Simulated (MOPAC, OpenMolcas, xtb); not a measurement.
**PH3Te (SMILES P[TeH]): methods side by side**

PH3Te has 5 atoms, charge 0, and is taken as a singlet. As SMILES, `P[TeH]`. The shape comes from GFN2-xTB, which is rough for such elements, and wasn't checked as a minimum. This is one conformer, not always the lowest.

```xyz
5

P    -0.7766   -0.4695   -0.0701
Te    1.2206    0.9119    0.0818
H    -0.7812   -0.8638    1.2593
H    -0.1417   -1.6421   -0.4519
H     0.4789    2.0635   -0.8190
```

Each level gives the dipole moment (D). The values are calculated.

```csv
level,kind,program,value (D),CPU time
AM1,semi-empirical,MOPAC,1.79,under 2 s
MNDO,semi-empirical,MOPAC,2.41,under 2 s
PM6,semi-empirical,MOPAC,0.30,under 2 s
GFN0-xTB,semi-empirical,xtb,2.44,under 2 s
HF/STO-3G,Hartree–Fock,OpenMolcas,1.65,2.1 s
HF/3-21G,Hartree–Fock,OpenMolcas,0.66,2.4 s
HF/def2-SVP (core potential),Hartree–Fock,OpenMolcas,0.67,3 s
BLYP/def2-SVPD (core potential),GGA,OpenMolcas,0.53,22 s
PBE/def2-TZVP (core potential),GGA,OpenMolcas,0.53,33 s
TPSS/3-21G,meta-GGA,OpenMolcas,0.73,11 s
```

All-electron rows without a relativistic Hamiltonian named are non-relativistic, while core potentials hold scalar relativity, so basis and relativity change together. The values span 0.30 to 2.44 D. Magnitudes only: a small dipole may point the other way at some levels. Sets without polarisation functions give poor dipoles. CPU times are rough (shared hosts, several kinds of processor): they show what a rung costs within a factor of a few.

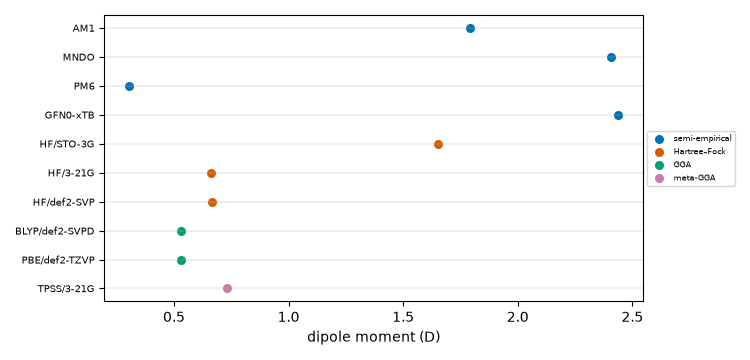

The values of the table, level by level.
